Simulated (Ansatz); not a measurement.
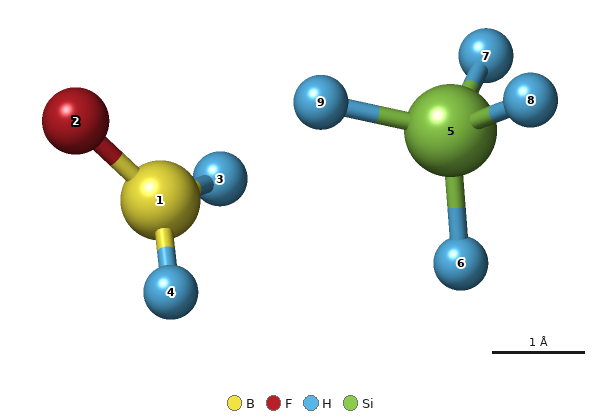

The structure as given in the input (ball-and-stick view, seen at a tilt; atoms are numbered from 1 in the order of the input). Bond lengths as drawn: B–F 1.32 Å, B–H 1.21 Å and H–Si 1.49 to 1.50 Å.

**Nudged elastic band of BSiH$_{6}$F**

The run: nudged elastic band of BSiH$_{6}$F. Method and program: RKS PBE0-D4/def2-SVP (Ansatz 0.2.0).

One setting was made poor on purpose. It belongs to a series of runs on one base structure; here: band between the two ends. Figures and captions count atoms from 1; the log counts them from 0 in places.

The program's output
```
Engine: ansatz 0.2.0, x86_64-unknown-linux-gnu
Functional definition: PBE0
  parameter a = 0.25
  parameter kappa = 0.804
  parameter beta = 0.06672455060314922
  exchange = (1 - a)*pbe_x(kappa = kappa, mu = beta*pi^2/3) + a*exact_x
  correlation = pbe_c(beta = beta)
809 factors; integrals over basis functions are off by at most 3.1e-4 eV
mean field evaluation 1: about -11355.6512 eV, gradient 2.1e1 eV
mean field evaluation 2: about -11355.3585 eV, gradient 2.7e1 eV
mean field evaluation 4: about -11356.4465 eV, gradient 5.2e-1 eV
mean field evaluation 8: about -11356.4734 eV, gradient 1.4e-2 eV
mean field -11356.47340841 eV, -417.3427000648 hartree, gradient 6.4e-6 eV, S^2 0.000000; 0 other end points of the search recorded, 0 dependent functions left out
the calculation of the forces begins
reference -11356.47343495 eV, -417.3427010402 hartree; 17, 17 occupied and 59, 59 virtual orbitals, 809 factors
811 factors; integrals over basis functions are off by at most 1.1e-3 eV
mean field evaluation 16: about -11354.1164 eV, gradient 2.0e1 eV
mean field -11354.97192529 eV, -417.2875215781 hartree, gradient 1.5e-5 eV, S^2 0.000000; 0 other end points of the search recorded, 0 dependent functions left out
[... from here on the field's lines of each further geometry are left out, up to the last ...]
NEB iter   1: max|band force component| = 7.701e0 eV/Å  barrier→ = 4.6658 eV  barrier← = 3.1819 eV  Δτ_max = 0.1923 Å  (69 SCF iters)
NEB iter   2: max|band force component| = 4.708e0 eV/Å  barrier→ = 3.3064 eV  barrier← = 1.8225 eV  Δτ_max = 0.1960 Å  (28 SCF iters)
NEB iter   3: max|band force component| = 3.624e0 eV/Å  barrier→ = 3.1954 eV  barrier← = 1.7116 eV  Δτ_max = 0.2000 Å  (26 SCF iters)
NEB iter   4: max|band force component| = 3.059e0 eV/Å  barrier→ = 2.9238 eV  barrier← = 1.4399 eV  Δτ_max = 0.1715 Å  (27 SCF iters)
NEB iter   5: max|band force component| = 3.256e0 eV/Å  barrier→ = 2.3677 eV  barrier← = 0.8838 eV  Δτ_max = 0.0855 Å  (28 SCF iters)
NEB iter   6: max|band force component| = 2.493e0 eV/Å  barrier→ = 1.8483 eV  barrier← = 0.3644 eV  Δτ_max = 0.0846 Å  (27 SCF iters)
NEB iter   7: max|band force component| = 1.715e0 eV/Å  barrier→ = 1.4839 eV  barrier← = 0.0000 eV  Δτ_max = 0.1747 Å  (27 SCF iters)
NEB iter   8: max|band force component| = 1.768e0 eV/Å  barrier→ = 1.4839 eV  barrier← = 0.0000 eV  Δτ_max = 0.1718 Å  (32 SCF iters)
NEB iter   9: max|band force component| = 8.379e-1 eV/Å  barrier→ = 1.4839 eV  barrier← = 0.0000 eV  Δτ_max = 0.1969 Å  (25 SCF iters)
NEB iter  10: max|band force component| = 5.645e-1 eV/Å  barrier→ = 1.4839 eV  barrier← = 0.0000 eV  Δτ_max = 0.1180 Å  (25 SCF iters)
NEB iter  11: max|band force component| = 2.938e-1 eV/Å  barrier→ = 1.4839 eV  barrier← = 0.0000 eV  Δτ_max = 0.1201 Å  (26 SCF iters)
NEB iter  12: max|band force component| = 3.930e-1 eV/Å  barrier→ = 1.4839 eV  barrier← = 0.0000 eV  Δτ_max = 0.0369 Å  (25 SCF iters)
NEB iter  13: max|band force component| = 6.883e-2 eV/Å  barrier→ = 1.4839 eV  barrier← = 0.0000 eV  Δτ_max = 0.0150 Å  (28 SCF iters)
the calculation of the forces begins
reference -11356.06562684 eV, -417.3277143685 hartree; 17, 17 occupied and 59, 59 virtual orbitals, 809 factors
809 factors; integrals over basis functions are off by at most 1.0e-3 eV
mean field -11356.06560137 eV, -417.3277134327 hartree, gradient 6.4e-6 eV, S^2 0.000000; 1 other end points of the search recorded, 0 dependent functions left out
the calculation of the forces begins
reference -11356.06562684 eV, -417.3277143685 hartree; 17, 17 occupied and 59, 59 virtual orbitals, 809 factors
NEB iter  14: max|band force component| = 1.915e-2 eV/Å  barrier→ = 1.4839 eV  barrier← = 0.0000 eV  Δτ_max = 0.0000 Å  (51 SCF iters)
```

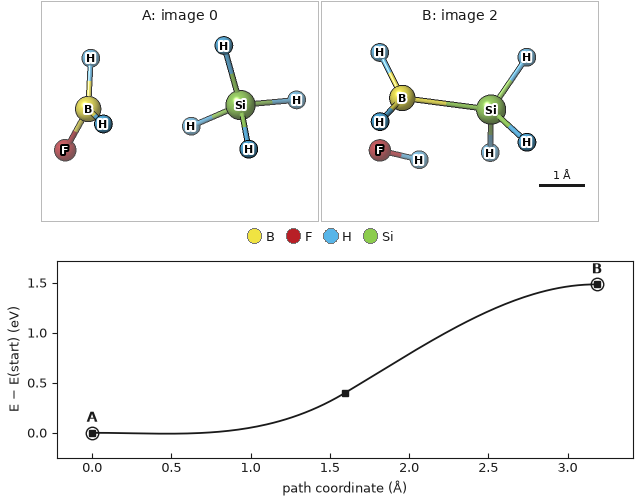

Images of the last band (counted from 0; ball-and-stick, seen at a tilt) above the energy along the path; the line is a cubic interpolation that uses the forces. No image lies above both ends; the end is 1.484 eV above the start. The path is 3.19 Å long. The band converged in 14 iterations.

```
Total energy: -11355.07898058 eV, -417.2914557875 hartree
Atom 0 at     0.100748    -0.334165    -0.085186 Å, force    -0.013548     0.012591    -0.015479 eV/Å
Atom 1 at    -0.221947     0.283277     1.605051 Å, force     0.000886    -0.029688     0.011435 eV/Å
Atom 2 at     1.141689     0.228659    -0.327244 Å, force    -0.007998    -0.003782     0.001688 eV/Å
Atom 3 at    -0.899260     0.046099    -0.648277 Å, force     0.021511    -0.006340     0.010603 eV/Å
Atom 4 at     0.169477    -2.280363     0.483566 Å, force    -0.000689    -0.021763     0.003197 eV/Å
Atom 5 at    -0.873979    -3.211814    -0.048224 Å, force     0.012020     0.011355     0.005124 eV/Å
Atom 6 at     1.490341    -2.983336     0.462588 Å, force    -0.012923     0.007459    -0.001278 eV/Å
Atom 7 at    -0.164867    -2.163246     1.984088 Å, force     0.003598     0.003628    -0.007557 eV/Å
Atom 8 at    -0.257904    -0.569508     2.031040 Å, force    -0.002856     0.026539    -0.007734 eV/Å
Dipole moment:    -0.042195    -0.114257     0.277432 e Å
this run last wrote the band of iteration 14 to [file]
```

The last band as extended XYZ (Å, eV, eV/Å)
```
9
Properties=species:S:1:pos:R:3:forces:R:3 image=0 energy=-11356.56282
B    -0.0296    0.5336   -0.0571    0.0023  -0.0045   0.0052
F     0.1806    1.4773    0.8389    0.0021   0.0001  -0.0012
H     0.9365   -0.0042   -0.5495    0.0037  -0.0024  -0.0036
H    -1.1721    0.2911   -0.3689   -0.0085   0.0054  -0.0008
Si    0.1160   -2.6652    1.1147    0.0029   0.0046   0.0067
H    -0.5906   -2.8393   -0.1870    0.0013  -0.0011  -0.0012
H     1.5802   -2.8819    0.9337    0.0002   0.0011  -0.0004
H    -0.4233   -3.6247    2.1219   -0.0004  -0.0022  -0.0026
H    -0.1135   -1.2711    1.6108   -0.0035  -0.0011  -0.0020
9
Properties=species:S:1:pos:R:3:forces:R:3 image=1 energy=-11356.16592
B     0.0489    0.1632    0.1915   -0.0607   0.4172   0.2324
F    -0.1988    0.9211    1.2896    0.0188   0.5213  -0.2733
H     1.2000    0.0819   -0.1852    0.0007  -0.1127   0.0651
H    -0.8659   -0.0264   -0.5830   -0.0253  -0.0831   0.0689
Si    0.0825   -2.4544    0.8693   -0.0812  -0.1371   0.3092
H    -0.9006   -2.9764   -0.1181   -0.0014   0.1868   0.0009
H     1.4754   -2.8115    0.4928    0.0021   0.1600   0.0004
H    -0.2454   -2.8760    2.2448   -0.0202  -0.5911   0.2430
H    -0.1118   -1.0058    1.2555    0.1671  -0.3614  -0.6465
9
Properties=species:S:1:pos:R:3:forces:R:3 image=2 energy=-11355.07896
B     0.1007   -0.3342   -0.0852   -0.0135   0.0126  -0.0155
F    -0.2219    0.2833    1.6051    0.0009  -0.0297   0.0114
H     1.1417    0.2287   -0.3272   -0.0080  -0.0038   0.0017
H    -0.8993    0.0461   -0.6483    0.0215  -0.0063   0.0106
Si    0.1695   -2.2804    0.4836   -0.0007  -0.0218   0.0032
H    -0.8740   -3.2118   -0.0482    0.0120   0.0114   0.0051
H     1.4903   -2.9833    0.4626   -0.0129   0.0075  -0.0013
H    -0.1649   -2.1632    1.9841    0.0036   0.0036  -0.0076
H    -0.2579   -0.5695    2.0310   -0.0029   0.0265  -0.0077
```

This output came from the following input.

Input
```yaml
crystal:
  periodic: [false, false, false]
  atoms:
    - { symbol: B, position_ang: [-0.029562, 0.533618, -0.057131] }
    - { symbol: F, position_ang: [0.180601, 1.477302, 0.838909] }
    - { symbol: H, position_ang: [0.936545, -0.004162, -0.549502] }
    - { symbol: H, position_ang: [-1.172142, 0.29111, -0.368851] }
    - { symbol: Si, position_ang: [0.116031, -2.665177, 1.114658] }
    - { symbol: H, position_ang: [-0.590618, -2.839344, -0.187031] }
    - { symbol: H, position_ang: [1.580201, -2.881939, 0.933714] }
    - { symbol: H, position_ang: [-0.423279, -3.624675, 2.121862] }
    - { symbol: H, position_ang: [-0.113479, -1.271131, 1.610774] }
basis:
  gaussian: { orbitals: def2-SVP }
hamiltonian:
  xc: pbe0
  dispersion: d4
neb:
  order_check: false
  images: 1
  f_tol: 0.05
  max_iterations: 60
  climbing: false
  final_atoms:
    - { symbol: B, position_ang: [0.10074831, -0.33416499, -0.08518573] }
    - { symbol: F, position_ang: [-0.22194748, 0.28327683, 1.605051] }
    - { symbol: H, position_ang: [1.14168857, 0.22865933, -0.32724377] }
    - { symbol: H, position_ang: [-0.89925961, 0.04609857, -0.64827679] }
    - { symbol: Si, position_ang: [0.1694769, -2.28036325, 0.483566] }
    - { symbol: H, position_ang: [-0.87397873, -3.21181444, -0.04822384] }
    - { symbol: H, position_ang: [1.49034083, -2.98333587, 0.46258782] }
    - { symbol: H, position_ang: [-0.16486708, -2.16324596, 1.98408772] }
    - { symbol: H, position_ang: [-0.25790372, -0.56950822, 2.03103959] }
  initial_path:
    images:
      - { positions_ang: [[-0.029562, 0.533618, -0.057131], [0.180601, 1.477302, 0.838909], [0.936545, -0.004162, -0.549502], [-1.172142, 0.29111, -0.368851], [0.116031, -2.665177, 1.114658], [-0.590618, -2.839344, -0.187031], [1.580201, -2.881939, 0.933714], [-0.423279, -3.624675, 2.121862], [-0.113479, -1.271131, 1.610774]] }
      - { positions_ang: [[-0.01386829, 0.00109763, 0.00361002], [-0.00322746, -0.00326726, 1.67357042], [1.01278496, 0.01111957, -0.59791963], [-1.04810392, -0.00581401, -0.5848321], [0.10213755, -2.13300519, 0.70680963], [-0.68646505, -2.98233572, -0.18110654], [1.49346359, -2.57557781, 0.69338737], [-0.42498563, -2.2280515, 2.06495212], [0.05256227, -1.0685637, 1.6789307]] }
      - { positions_ang: [[0.10074831, -0.33416499, -0.08518573], [-0.22194748, 0.28327683, 1.605051], [1.14168857, 0.22865933, -0.32724377], [-0.89925961, 0.04609857, -0.64827679], [0.1694769, -2.28036325, 0.483566], [-0.87397873, -3.21181444, -0.04822384], [1.49034083, -2.98333587, 0.46258782], [-0.16486708, -2.16324596, 1.98408772], [-0.25790372, -0.56950822, 2.03103959]] }
```

Run as:
```bash
ansatz run input.yaml --threads 1 --pin off --max-ram 2048MiB --backend cpu --events-out ev --progress --plain --runs-dir out
```

Results in brief

| quantity | value |
| --- | --- |
| outcome | converged |
| barrier, forward | 1.484 eV |
| barrier, backward | 0.000 eV |
| hardware | 1 thread of Intel Xeon (Sapphire Rapids), 64 GiB of memory available, shared host |
| wall time | 31 s |
| peak memory | 0.18 GiB |

Remarks

A deliberately poor setting: few images. The order of the saddle point was not checked.
